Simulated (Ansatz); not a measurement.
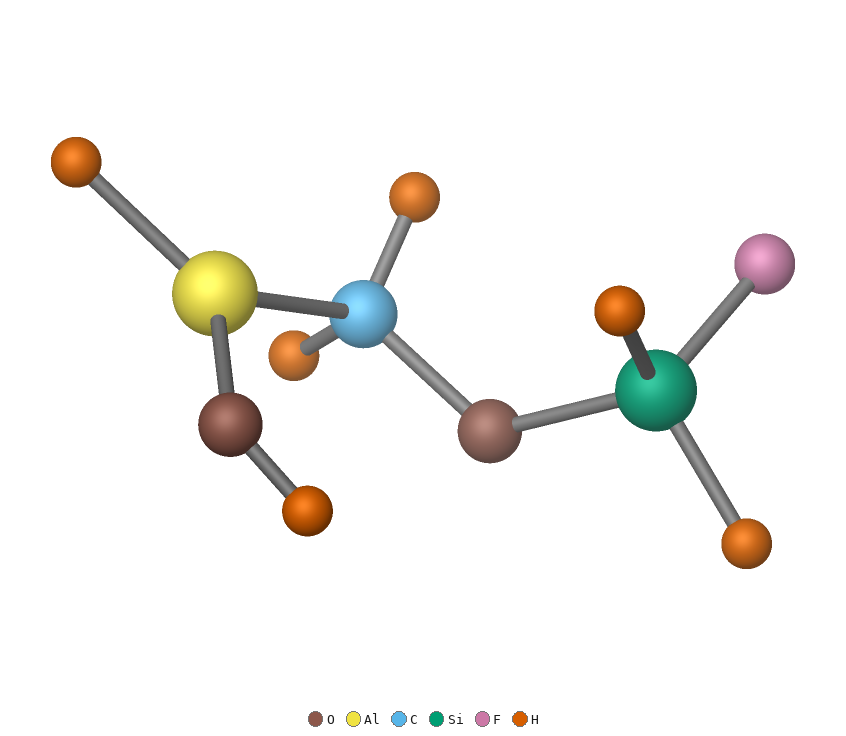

Computed geometry: PBE0-D4/def2-TZVP optimisation. No frequency run is at hand to confirm it as a minimum.

Give the structural formula.

SMILES: [OH][AlH][CH2]O[SiH2]F

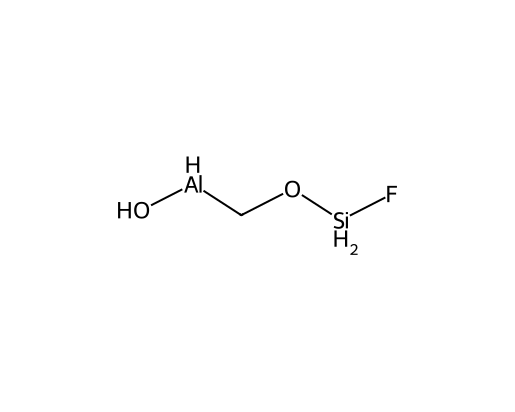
